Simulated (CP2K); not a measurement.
Consider silylallene at its PBE geometry (Å).

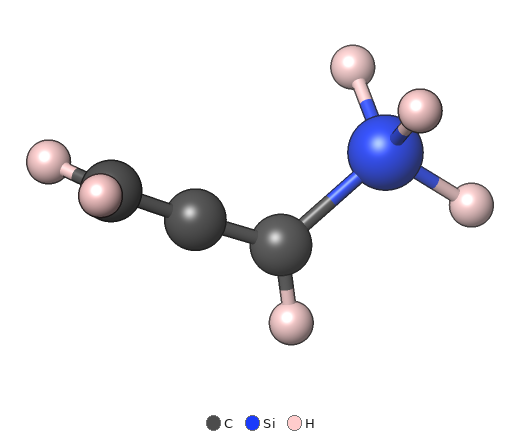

The molecule (carbon dark grey, silicon blue, hydrogen pink).

```xyz
10

C     2.2007    0.2791    0.0537
C     1.0195   -0.2166   -0.2222
C    -0.1827   -0.6774   -0.4709
Si   -1.7213    0.1383    0.2113
H     2.7607   -0.0503    0.9308
H     2.6635    1.0304   -0.5887
H    -0.2864   -1.5706   -1.0968
H    -2.9125   -0.6270   -0.2545
H    -1.7063    0.1479    1.7019
H    -1.8351    1.5463   -0.2646
```

Method: CP2K XAS_TDP, all-electron GAPW, PBEh(45%), aug-pc-1, TDA, GW2X-corrected core level, no relativity.

Q: Where do the C K-edge lines lie, and how strong are they?

Leading lines: C1 287.16 eV, C2 286.70 eV and C3 286.31 eV. The leading line of an atom is its first one with 35 % of the strongest within 2.5 eV of its lowest line over the strength cut. Core ionisation energies at this level: C2 292.26, C3 291.12 and C1 291.72 eV.

The first six lines of each atom with a strength over 0.0015:

```csv
atom,energy (eV),states,"strength, one atom",above the computed threshold
C1 (bonded to C and 2 H),287.16,1,0.0462,
,288.54,1,0.0021,
,289.69,1,0.0028,
,290.62,1,0.0133,
,290.74,1,0.0035,
,290.93,1,0.0039,
C2 (bonded to 2 C),286.70,1,0.0600,
,287.23,1,0.0593,
,293.05,1,0.0032,yes
,293.70,1,0.0017,yes
,294.21,1,0.0020,yes
,294.86,1,0.0020,yes
"C3 (bonded to C, Si and H)",286.31,1,0.0392,
,288.31,1,0.0028,
,289.10,1,0.0028,
,289.86,1,0.0068,
,290.19,1,0.0044,
,290.26,1,0.0081,
```

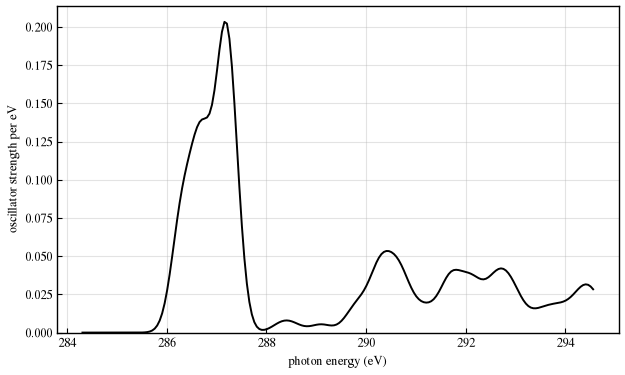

All atoms added, broadened by 0.5 eV.

Lines are vertical, at one geometry, with no vibrational structure. GW2X ionisation energies and lines can be off by 1 to 2 eV either way, and a good line position may hide errors that cancel. These values hold no scalar relativity, about 0.1 eV for C 1s. Rydberg lines, and the discretised continuum above threshold, depend on the basis and the box.

[Banner, clock and machine lines of the logs are left out without a mark of their own.]

[Logs are printed without paths, hosts, clocks, repeated set-up lines and the standing remarks that a program may print on its own settings, such as how far it seeks lower states.]

[Hosts, paths, dates, database ids (printed as entryN), source tags and the programs' standing remarks are cut or masked in the printed files.]
